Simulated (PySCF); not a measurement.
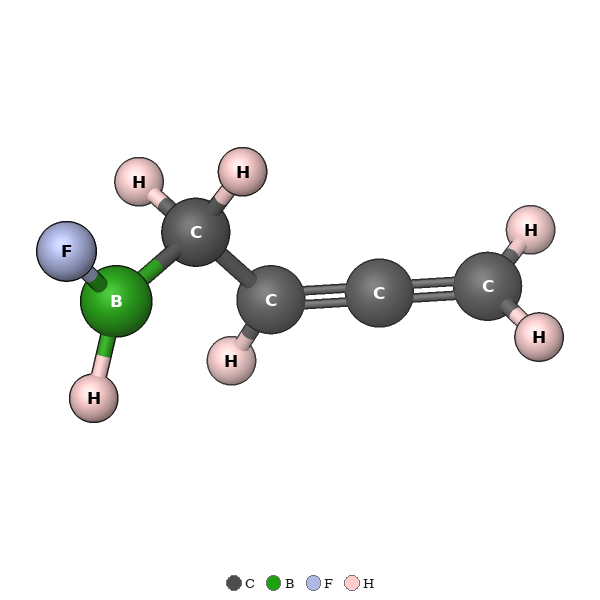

Rendered structure (ball-and-stick style). Multiple sticks mark multiple bonds (one Kekulé form).

Count the atoms of each element.

C₄H₆BF, 12 atoms: 4 carbon, 6 hydrogen, 1 boron and 1 fluorine.

What is its SMILES?

C=C=CCBF

Name some functional groups or characteristic bonds that it holds.

Among them: B–H bond.

The parts below concern this one geometry. Atoms keep their numbers from picture to picture. Computed geometry: PBE0-D3(BJ)/def2-SVP optimisation. No frequency run is at hand to confirm it as a minimum.

### Shape

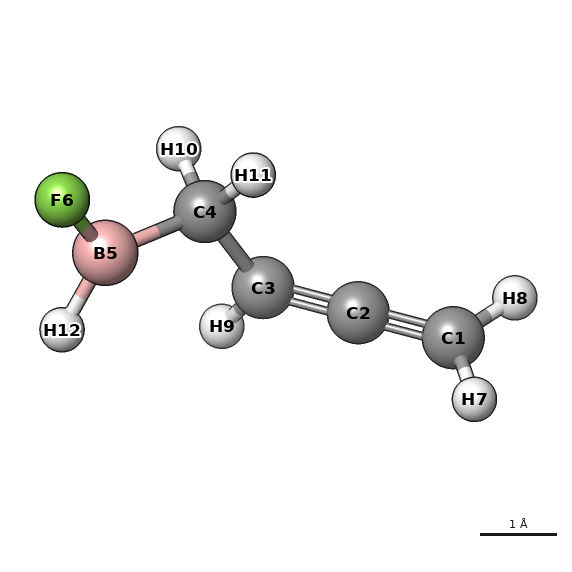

Numbered structure. No frequency run is at hand to confirm it as a minimum.

List the bonds and their lengths.

```tsv
bond	length (Å)	order
C1–C2	1.309	double
C1–H7	1.096	single
C1–H8	1.096	single
C2–C3	1.311	double
C3–C4	1.502	single
C3–H9	1.099	single
C4–B5	1.567	single
C4–H10	1.112	single
C4–H11	1.102	single
B5–F6	1.325	single
B5–H12	1.213	single
```

### Dipole moment

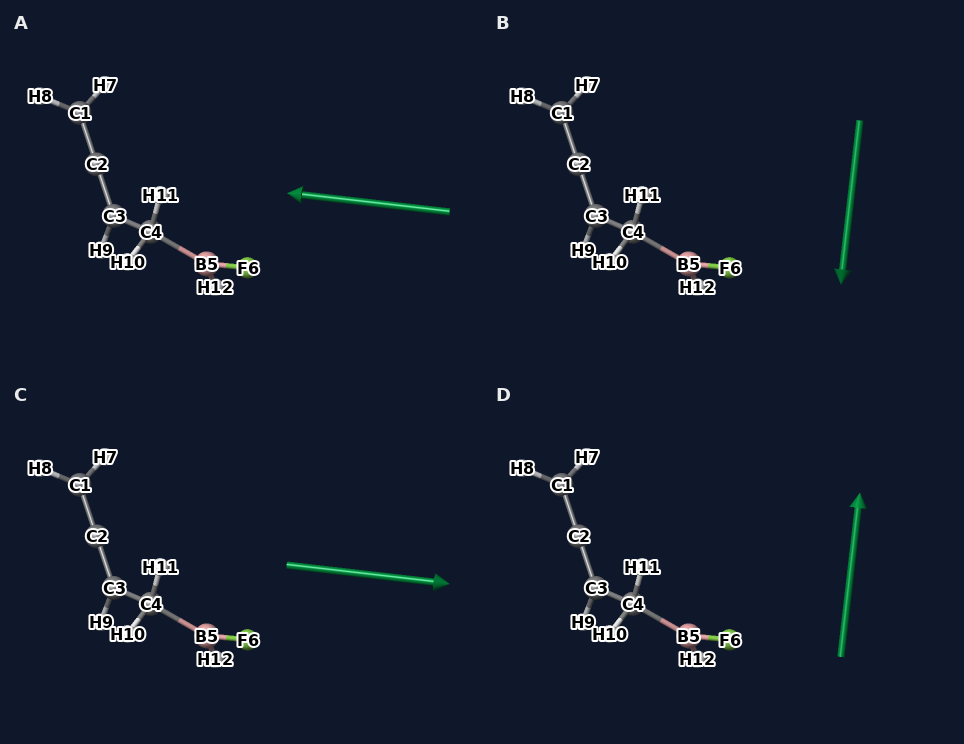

The same molecule four times, each with an arrow. No frequency run is at hand to confirm it as a minimum. Level of theory: CAM-B3LYP/pcJ-1, gas phase (PySCF 2.14.0).

Which arrow points along the dipole moment, from the negative to the positive end?

A. The dipole moment is 0.87 D; it points from the side of F6 to the side of H8 (the outermost atoms at the two ends).

### Core levels

No frequency run is at hand to confirm it as a minimum. Level of theory: delta-SCF UKS SCAN, pcX-2 on the ionised atom, pcseg-1 elsewhere, non-relativistic (PySCF 2.14.0).

Give the core-electron binding energies (to vacuum) of C1 1s, C2 1s, C3 1s, C4 1s, B5 1s, F6 1s.

```csv
atom,level,binding energy (eV)
C1,1s,290.4
C2,1s,290.2
C3,1s,290.6
C4,1s,290.6
B5,1s,197.6
F6,1s,692.6
```

### Spin–spin coupling

No frequency run is at hand to confirm it as a minimum. Properties computed with BHandHLYP/pcJ-1 indirect spin-spin coupling, non-relativistic, gas phase (PySCF 2.14.0). Isotopes: 11B, 13C, 19F, 1H.

Give the spin–spin coupling constants of these pairs, with the number of bonds between them: B5/H12, B5/H10, F6/H12, C3/F6, B5/H9, F6/H10, F6/H11.

```csv
pair,bonds apart,J (Hz)
"B5, H12",1,168.4
"B5, H10",2,−12.1
"F6, H12",2,73.9
"C3, F6",3,14.9
"B5, H9",3,5.0
"F6, H10",3,5.5
"F6, H11",3,9.4
```

Density functionals are unreliable for couplings to fluorine, so those rows may be far off.

### Quadrupole coupling

No frequency run is at hand to confirm it as a minimum. Electric field gradients from the ground-state density, B97-2/pcJ-1 (PySCF 2.14.0), non-relativistic apart from any core potentials.

Give the largest field-gradient component, the quadrupole coupling constant and the asymmetry for 11B at B5 (Q = 40.59 mb), 2H at H7 (Q = 2.86 mb), 2H at H8 (Q = 2.86 mb).

```json
{"atom": "B5", "V_zz (a.u.)": "0.449", "e²qQ/h (MHz)": "4.28", "η": "0.58"}
{"atom": "H7", "V_zz (a.u.)": "0.296", "e²qQ/h (MHz)": "0.199", "η": "0.07"}
{"atom": "H8", "V_zz (a.u.)": "0.295", "e²qQ/h (MHz)": "0.198", "η": "0.07"}
```
